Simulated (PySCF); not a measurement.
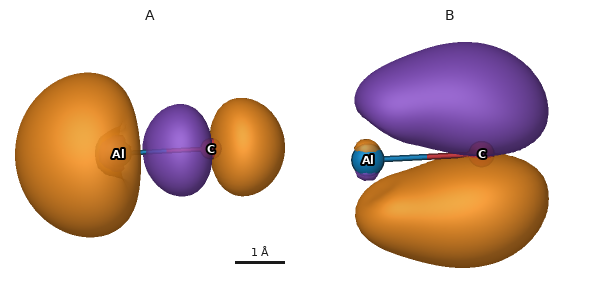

*AlC (quartet). Two frontier α-spin orbitals, each drawn at the value that holds 80 % of its norm (orange and purple are the two phases), in no order; of a degenerate pair one member is drawn.*

Theory: PBE0/aug-pcseg-1, non-relativistic, at a bond length of 1.981 Å (PySCF 2.14.0).

Label each orbital by symmetry, say whether it is occupied, and order them by energy.

Answer. Orbital B: π, occupied in this spin, −7.23 eV; mainly on C (80 %).
Orbital A: σ, occupied in this spin, −6.48 eV; shared between the atoms (Al 65 %, C 35 %).
